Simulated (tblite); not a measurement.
CH11ClSi4: geometry relaxation

- system: CH11ClSi4, SMILES [SiH3][SiH2]C[SiH2][SiH2]Cl
- method: GFN2-xTB geometry optimisation, gas phase (tblite 0.8.0)

It belongs to a series of runs on one base structure; here: constitutional isomer.

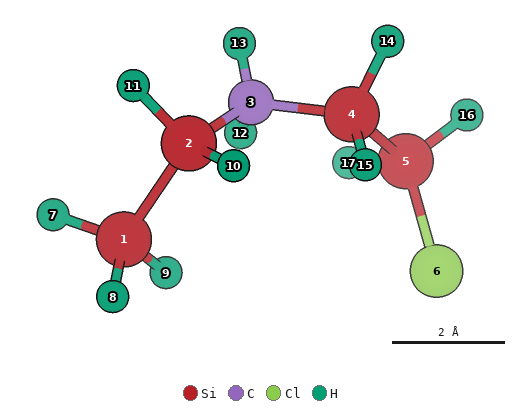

**Figure 1.** The starting structure (ball-and-stick view, seen at a tilt; atoms are numbered from 1 in the order of the input).

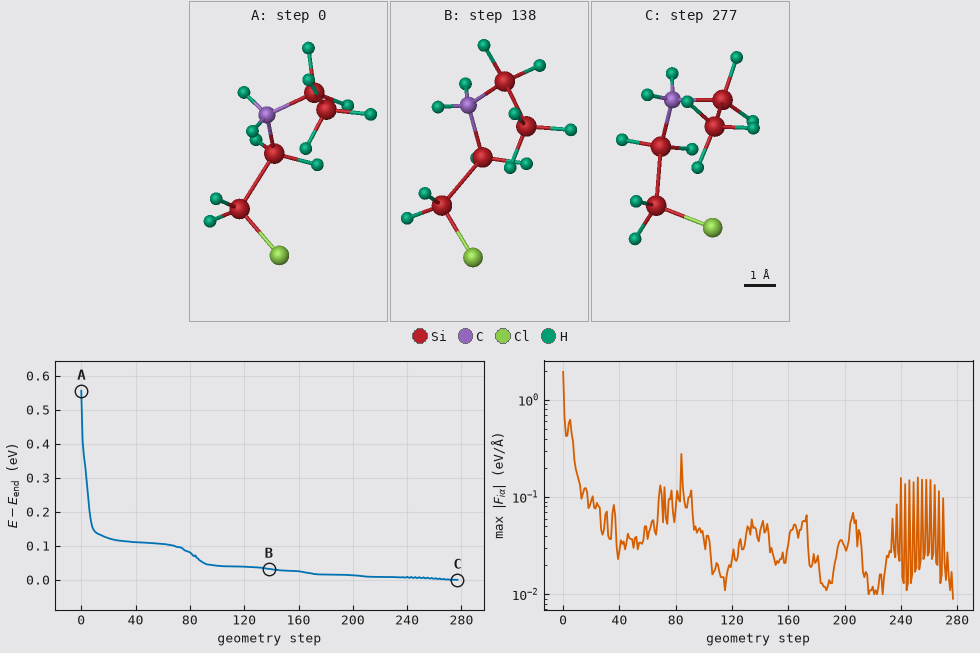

**Figure 2.** Frames of the relaxation (ball-and-stick view, seen at an oblique angle) above the curves, on which the letters mark them (steps are counted from 0).

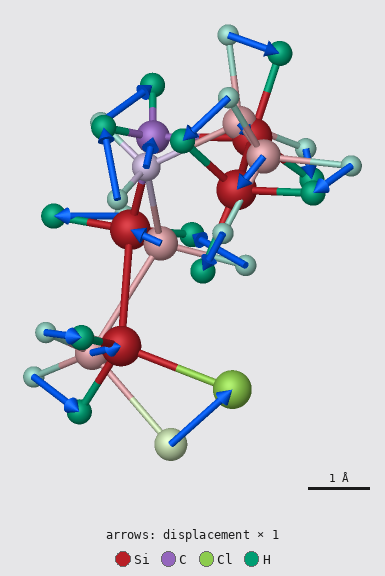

**Figure 3.** Start (faint) and end (solid) with the displacements as blue arrows, at true length (ball-and-stick view, seen at an oblique angle). The two geometries are laid on each other by the best rigid fit. The largest move after the best rigid fit is that of Cl6, 1.44 Å. Largest moves by element: Cl 1.44 Å, H 1.41 Å, Si 0.74 Å, C 0.64 Å. Among the contacts that change: Si2–C3 1.831 → 1.915 Å, Si4–Si5 2.232 → 2.312 Å, Si1–Si2 2.242 → 2.310 Å, Si5–Cl6 2.081 → 2.032 Å. Among the angles that change: Cl6–Si5–H16 113.1° → 105.0°, Si4–Si5–H17 107.4° → 115.4°, H10–Si2–H11 112.4° → 105.1°. Over 277 geometry steps the energy falls by 0.556 eV. The largest force component goes from 1.9 to 0.009 eV/Å. (Atoms are counted from 1 in the order of the input.)

These pictures come from the run below.

The input
```
{"job": {"kind": "relax", "xc": "GFN2-xTB", "basis": "xTB"}, "charge": 0, "multiplicity": 1}
Si     2.814100     0.789500    -0.281900
Si     1.551800    -0.954800     0.341800
C     -0.085300    -0.959100    -0.479200
Si    -1.517500    -0.685600     0.680300
Si    -2.767700     0.955700    -0.171400
Cl    -2.586800     2.670500     0.993000
H      3.634900     0.460800    -1.452800
H      3.645900     1.254300     0.854800
H      1.923400     1.891600    -0.715300
H      1.341300    -0.970900     1.797300
H      2.264200    -2.162100    -0.139800
H     -0.090200    -0.089900    -1.197800
H     -0.280500    -1.843000    -1.111000
H     -2.396100    -1.882200     0.721300
H     -1.094000    -0.306100     2.042100
H     -4.155100     0.550200    -0.381500
H     -2.209200     1.293200    -1.509800
```

The first line tells a small driver script what to run in tblite; the rest is the geometry in Å.

Command:
```bash
OMP_NUM_THREADS=1 python <driver script> task.json out
```

Output
```
step      E/eV     max force
  0    -522.78366    2.245
  1    -522.93191    0.682
  2    -522.97696    0.470
  3    -523.00807    0.469
  4    -523.04889    0.580
  5    -523.09199    0.641
  6    -523.13488    0.507
  7    -523.16358    0.517
  8    -523.18246    0.308
  9    -523.19195    0.204
 10    -523.19715    0.174
 11    -523.20088    0.191
 12    -523.20356    0.159
 13    -523.20546    0.106
 14    -523.20705    0.116
 15    -523.20876    0.129
 16    -523.21076    0.133
 17    -523.21271    0.115
 18    -523.21426    0.081
 19    -523.21559    0.086
 20    -523.21701    0.110
 21    -523.21845    0.118
 22    -523.21963    0.085
 23    -523.22054    0.080
 24    -523.22143    0.093
 25    -523.22243    0.082
 26    -523.22330    0.081
 27    -523.22379    0.047
 28    -523.22409    0.044
 29    -523.22445    0.051
 30    -523.22499    0.077
 31    -523.22562    0.081
 32    -523.22609    0.043
 33    -523.22637    0.037
 34    -523.22661    0.049
 35    -523.22700    0.086
 36    -523.22757    0.107
 37    -523.22816    0.084
 38    -523.22850    0.037
 39    -523.22866    0.031
 40    -523.22879    0.032
 41    -523.22898    0.044
 42    -523.22921    0.038
 43    -523.22944    0.037
 44    -523.22962    0.030
 45    -523.22979    0.041
 46    -523.23000    0.052
 47    -523.23025    0.046
 48    -523.23049    0.040
 49    -523.23071    0.043
 50    -523.23094    0.041
 51    -523.23126    0.047
 52    -523.23163    0.049
 53    -523.23197    0.038
 54    -523.23222    0.045
 55    -523.23246    0.045
 56    -523.23276    0.047
 57    -523.23315    0.048
 58    -523.23354    0.052
 59    -523.23385    0.051
 60    -523.23410    0.042
 61    -523.23440    0.056
 62    -523.23485    0.060
 63    -523.23548    0.060
 64    -523.23616    0.061
 65    -523.23673    0.055
 66    -523.23720    0.045
 67    -523.23782    0.074
 68    -523.23896    0.123
 69    -523.24065    0.152
 70    -523.24226    0.120
 71    -523.24333    0.070
 72    -523.24303    0.142
 73    -523.24448    0.069
 74    -523.24504    0.065
 75    -523.24902    0.115
 76    -523.25224    0.123
 77    -523.25426    0.121
 78    -523.25545    0.100
 79    -523.25697    0.073
 80    -523.25881    0.092
 81    -523.26191    0.129
 82    -523.26661    0.116
 83    -523.27023    0.104
 84    -523.26757    0.305
 85    -523.27480    0.144
 86    -523.27679    0.108
 87    -523.28189    0.100
 88    -523.28408    0.101
 89    -523.28719    0.134
 90    -523.28943    0.105
 91    -523.29188    0.121
 92    -523.29355    0.084
 93    -523.29438    0.049
 94    -523.29483    0.059
 95    -523.29542    0.050
 96    -523.29597    0.062
 97    -523.29656    0.065
 98    -523.29718    0.049
 99    -523.29771    0.052
100    -523.29807    0.045
101    -523.29831    0.035
102    -523.29860    0.042
103    -523.29899    0.051
104    -523.29938    0.042
105    -523.29962    0.032
106    -523.29972    0.018
107    -523.29979    0.020
108    -523.29988    0.023
109    -523.29997    0.025
110    -523.30005    0.027
111    -523.30011    0.021
112    -523.30017    0.019
113    -523.30023    0.017
114    -523.30029    0.015
115    -523.30035    0.015
116    -523.30040    0.017
117    -523.30045    0.020
118    -523.30053    0.021
119    -523.30067    0.023
120    -523.30086    0.028
121    -523.30106    0.034
122    -523.30122    0.031
123    -523.30134    0.024
124    -523.30147    0.027
125    -523.30167    0.037
126    -523.30193    0.043
127    -523.30220    0.037
128    -523.30246    0.040
129    -523.30276    0.040
130    -523.30311    0.043
131    -523.30345    0.052
132    -523.30375    0.050
133    -523.30415    0.052
134    -523.30490    0.074
135    -523.30541    0.064
136    -523.30629    0.069
137    -523.30686    0.067
138    -523.30719    0.054
139    -523.30763    0.044
140    -523.30846    0.047
141    -523.30896    0.065
142    -523.30947    0.064
143    -523.31003    0.055
144    -523.31071    0.062
145    -523.31112    0.066
146    -523.31154    0.046
147    -523.31184    0.033
148    -523.31207    0.036
149    -523.31228    0.031
150    -523.31248    0.029
151    -523.31264    0.026
152    -523.31275    0.026
153    -523.31287    0.025
154    -523.31306    0.025
155    -523.31330    0.030
156    -523.31351    0.028
157    -523.31365    0.022
158    -523.31377    0.023
159    -523.31394    0.029
160    -523.31426    0.036
161    -523.31479    0.050
162    -523.31551    0.057
163    -523.31632    0.058
164    -523.31709    0.070
165    -523.31787    0.059
166    -523.31858    0.050
167    -523.31911    0.049
168    -523.31957    0.058
169    -523.32012    0.060
170    -523.32091    0.074
171    -523.32209    0.073
172    -523.32281    0.062
173    -523.32268    0.090
174    -523.32355    0.043
175    -523.32364    0.029
176    -523.32375    0.022
177    -523.32382    0.023
178    -523.32392    0.031
179    -523.32403    0.028
180    -523.32412    0.023
181    -523.32418    0.026
182    -523.32424    0.019
183    -523.32430    0.018
184    -523.32435    0.015
185    -523.32439    0.016
186    -523.32442    0.017
187    -523.32445    0.016
188    -523.32448    0.014
189    -523.32452    0.016
190    -523.32456    0.013
191    -523.32460    0.014
192    -523.32465    0.019
193    -523.32471    0.022
194    -523.32481    0.027
195    -523.32496    0.034
196    -523.32519    0.038
197    -523.32547    0.037
198    -523.32575    0.043
199    -523.32598    0.038
200    -523.32618    0.032
201    -523.32635    0.031
202    -523.32662    0.034
203    -523.32689    0.042
204    -523.32730    0.057
205    -523.32779    0.064
206    -523.32817    0.083
207    -523.32874    0.065
208    -523.32918    0.058
209    -523.32962    0.036
210    -523.33003    0.049
211    -523.33026    0.047
212    -523.33050    0.031
213    -523.33064    0.022
214    -523.33071    0.022
215    -523.33083    0.020
216    -523.33089    0.017
217    -523.33094    0.011
218    -523.33097    0.011
219    -523.33100    0.011
220    -523.33102    0.012
221    -523.33104    0.013
222    -523.33107    0.012
223    -523.33110    0.013
224    -523.33112    0.012
225    -523.33115    0.017
226    -523.33119    0.018
227    -523.33123    0.013
228    -523.33128    0.017
229    -523.33136    0.021
230    -523.33145    0.027
231    -523.33160    0.025
232    -523.33174    0.035
233    -523.33198    0.037
234    -523.33173    0.071
235    -523.33225    0.034
236    -523.33240    0.027
237    -523.33161    0.103
238    -523.33275    0.028
239    -523.33298    0.022
240    -523.33062    0.173
241    -523.33319    0.015
242    -523.33336    0.013
243    -523.33094    0.159
244    -523.33358    0.013
245    -523.33374    0.015
246    -523.33138    0.162
247    -523.33395    0.017
248    -523.33411    0.019
249    -523.33163    0.161
250    -523.33434    0.020
251    -523.33451    0.023
252    -523.33212    0.164
253    -523.33480    0.022
254    -523.33500    0.025
255    -523.33286    0.162
256    -523.33536    0.024
257    -523.33560    0.027
258    -523.33376    0.153
259    -523.33605    0.026
260    -523.33634    0.027
261    -523.33466    0.155
262    -523.33686    0.023
263    -523.33716    0.026
264    -523.33536    0.136
265    -523.33769    0.023
266    -523.33797    0.020
267    -523.33694    0.124
268    -523.33846    0.017
269    -523.33868    0.016
270    -523.33817    0.103
271    -523.33903    0.021
272    -523.33916    0.018
273    -523.33923    0.036
274    -523.33939    0.019
275    -523.33944    0.016
276    -523.33952    0.020
277    -523.33954    0.009
```

Trajectory as extended XYZ (Å, eV, eV/Å), 6 of the 278 frames kept, from step=0 to step=277
```
17
Properties=species:S:1:pos:R:3:forces:R:3 step=0 energy=-522.78366
Si    2.8141    0.7895   -0.2819    0.3160   0.9920  -0.0780
Si    1.5518   -0.9548    0.3418    1.3480  -0.9920   0.7270
C    -0.0853   -0.9591   -0.4792   -1.0430   0.4320  -1.9410
Si   -1.5175   -0.6856    0.6803   -0.5980  -0.6390   1.0010
Si   -2.7677    0.9557   -0.1714   -0.2030   1.2880  -0.4440
Cl   -2.5868    2.6705    0.9930   -0.2360  -0.5820  -0.5050
H     3.6349    0.4608   -1.4528    0.1040   0.1180   0.1120
H     3.6459    1.2543    0.8548   -0.0800  -0.0020  -0.4110
H     1.9234    1.8916   -0.7153    0.2620  -0.0310   0.0770
H     1.3413   -0.9709    1.7973    0.1160  -0.2430  -0.0260
H     2.2642   -2.1621   -0.1398   -0.1260  -0.0720   0.3160
H    -0.0902   -0.0899   -1.1978   -0.0220  -0.7780   0.4450
H    -0.2805   -1.8430   -1.1110    0.2190   0.3100   0.3390
H    -2.3961   -1.8822    0.7213    0.3340   0.0350   0.1670
H    -1.0940   -0.3061    2.0421    0.0220  -0.2810  -0.0670
H    -4.1551    0.5502   -0.3815   -0.0980   0.2910   0.0340
H    -2.2092    1.2932   -1.5098   -0.3140   0.1540   0.2550
17
Properties=species:S:1:pos:R:3:forces:R:3 step=55 energy=-523.23246
Si    2.8367    0.8533   -0.2544    0.0010  -0.0060   0.0000
Si    1.6615   -1.0470    0.3277   -0.0110  -0.0050  -0.0110
C    -0.0735   -1.0535   -0.4849    0.0140  -0.0120  -0.0050
Si   -1.5569   -0.6366    0.6430    0.0180   0.0130  -0.0220
Si   -2.8537    1.0676   -0.2350   -0.0040   0.0240   0.0140
Cl   -2.7823    2.7264    0.9327    0.0130  -0.0090   0.0100
H     3.7105    0.6125   -1.4075    0.0020   0.0130  -0.0140
H     3.7091    1.3403    0.8150    0.0000   0.0080   0.0220
H     1.9656    1.9709   -0.6318   -0.0170   0.0140   0.0010
H     1.4912   -1.2301    1.7757    0.0070   0.0030   0.0120
H     2.3507   -2.2672   -0.1202    0.0240  -0.0340  -0.0160
H    -0.0558   -0.3752   -1.3398   -0.0210   0.0210   0.0110
H    -0.2426   -2.0427   -0.9082   -0.0210  -0.0160   0.0100
H    -2.3708   -1.8549    0.7843   -0.0030  -0.0090   0.0190
H    -1.0630   -0.3253    1.9925   -0.0120   0.0080   0.0080
H    -4.2777    0.7386   -0.3329   -0.0060  -0.0030  -0.0150
H    -2.4561    1.5350   -1.5660    0.0140  -0.0120  -0.0250
17
Properties=species:S:1:pos:R:3:forces:R:3 step=111 energy=-523.30011
Si    2.4001    0.9393   -0.0168    0.0060   0.0060   0.0070
Si    1.6936   -1.2596    0.0280   -0.0060   0.0100  -0.0170
C    -0.1658   -1.3608   -0.3973   -0.0040  -0.0070  -0.0110
Si   -1.3412   -0.4288    0.7823    0.0070  -0.0010   0.0090
Si   -2.5329    1.1605   -0.4046   -0.0030   0.0020  -0.0040
Cl   -2.6207    2.9081    0.6203    0.0040   0.0010   0.0030
H     3.2547    1.2391   -1.1707    0.0010  -0.0050   0.0000
H     3.1836    1.3016    1.1677   -0.0070  -0.0010  -0.0070
H     1.2741    1.8794   -0.0871    0.0010   0.0020   0.0010
H     1.8752   -1.9226    1.3274    0.0020   0.0060   0.0120
H     2.4061   -2.1117   -0.9401    0.0040  -0.0030  -0.0050
H    -0.2997   -0.9849   -1.4135   -0.0060  -0.0090   0.0070
H    -0.4586   -2.4098   -0.4323    0.0030   0.0100   0.0130
H    -2.2349   -1.4067    1.4255   -0.0040  -0.0010  -0.0080
H    -0.5603    0.1605    1.8839   -0.0020  -0.0110  -0.0020
H    -3.9284    0.8035   -0.6751    0.0020   0.0010  -0.0040
H    -1.9520    1.5049   -1.7075    0.0040   0.0010   0.0050
17
Properties=species:S:1:pos:R:3:forces:R:3 step=166 energy=-523.31858
Si    2.2263    1.0501   -0.1299   -0.0060   0.0240   0.0180
Si    1.6579   -1.1842   -0.0325   -0.0080  -0.0290   0.0240
C    -0.2048   -1.5349   -0.2803   -0.0170  -0.0130   0.0070
Si   -1.4207   -0.5550    0.8156    0.0250   0.0150   0.0130
Si   -2.2599    1.2442   -0.3784    0.0170   0.0070  -0.0220
Cl   -2.3530    2.9049    0.7836    0.0200  -0.0140  -0.0040
H     3.1088    1.3409   -1.2660   -0.0230   0.0160   0.0120
H     2.9566    1.4785    1.0671   -0.0010  -0.0010  -0.0170
H     1.0642    1.9391   -0.2487    0.0080   0.0010  -0.0140
H     1.9907   -1.7965    1.2644    0.0340   0.0090  -0.0130
H     2.3926   -1.9723   -1.0409   -0.0370  -0.0160   0.0270
H    -0.4647   -1.3678   -1.3262    0.0160  -0.0020  -0.0300
H    -0.3592   -2.6002   -0.1054   -0.0100   0.0250  -0.0070
H    -2.5048   -1.4617    1.2395    0.0110   0.0240  -0.0220
H    -0.7368   -0.1610    2.0598   -0.0070  -0.0190  -0.0180
H    -3.6271    1.0580   -0.8729   -0.0080  -0.0140  -0.0010
H    -1.4731    1.6298   -1.5586   -0.0140  -0.0140   0.0460
17
Properties=species:S:1:pos:R:3:forces:R:3 step=222 energy=-523.33107
Si    2.1795    1.1130   -0.2790    0.0110   0.0020  -0.0040
Si    1.6475   -1.0882    0.1764    0.0030  -0.0040  -0.0010
C    -0.1412   -1.5625   -0.3035   -0.0040   0.0000  -0.0040
Si   -1.5490   -0.7329    0.6761   -0.0030  -0.0020   0.0030
Si   -2.1803    1.2826   -0.2681    0.0060  -0.0050  -0.0040
Cl   -1.7651    2.8313    0.9750   -0.0040   0.0040   0.0010
H     2.9030    1.2530   -1.5486   -0.0080  -0.0010   0.0080
H     3.0569    1.6783    0.7494    0.0020  -0.0020  -0.0050
H     1.0128    1.9947   -0.3739   -0.0010  -0.0020  -0.0010
H     1.8034   -1.4361    1.5980   -0.0020   0.0020  -0.0050
H     2.5295   -2.0262   -0.5438   -0.0040   0.0070   0.0060
H    -0.2849   -1.3711   -1.3687    0.0000  -0.0030   0.0100
H    -0.2373   -2.6416   -0.1819   -0.0020   0.0000  -0.0030
H    -2.7073   -1.6459    0.6734    0.0070   0.0000  -0.0030
H    -1.1350   -0.6264    2.0837   -0.0010   0.0000  -0.0050
H    -3.6177    1.3847   -0.5356   -0.0010   0.0010   0.0010
H    -1.5219    1.6053   -1.5388   -0.0010   0.0030   0.0030
17
Properties=species:S:1:pos:R:3:forces:R:3 step=277 energy=-523.33954
Si    2.2119    1.1180   -0.5755    0.0050   0.0020   0.0010
Si    1.5089   -0.7867    0.5268    0.0040  -0.0010  -0.0080
C    -0.0263   -1.5676   -0.3104   -0.0020   0.0010  -0.0050
Si   -1.7291   -0.9905    0.3161   -0.0020  -0.0010   0.0020
Si   -2.0893    1.2746    0.0222    0.0020  -0.0040  -0.0030
Cl   -1.1803    2.3297    1.5015    0.0040   0.0070   0.0040
H     2.6560    0.8261   -1.9449    0.0000  -0.0030   0.0020
H     3.3536    1.7450    0.0952   -0.0070  -0.0030  -0.0040
H     1.1767    2.1454   -0.7091    0.0010   0.0030   0.0010
H     1.1819   -0.5713    1.9436    0.0000  -0.0010   0.0090
H     2.5584   -1.8225    0.5285    0.0050  -0.0010   0.0040
H     0.0329   -1.3947   -1.3865   -0.0050   0.0010  -0.0040
H     0.0226   -2.6495   -0.1841    0.0010   0.0020   0.0020
H    -2.7654   -1.7450   -0.4106    0.0020  -0.0020  -0.0020
H    -1.8445   -1.4017    1.7233   -0.0010  -0.0020   0.0030
H    -3.4995    1.6683    0.0858   -0.0010   0.0000  -0.0050
H    -1.5753    1.8346   -1.2318   -0.0060   0.0040   0.0020
```

Results in brief

| quantity | value |
| --- | --- |
| outcome | converged |
| total energy | −523.3395 eV |
| hardware | 1 CPU thread, shared host |
| wall time | 4.5 s |
| peak memory | 0.18 GiB |
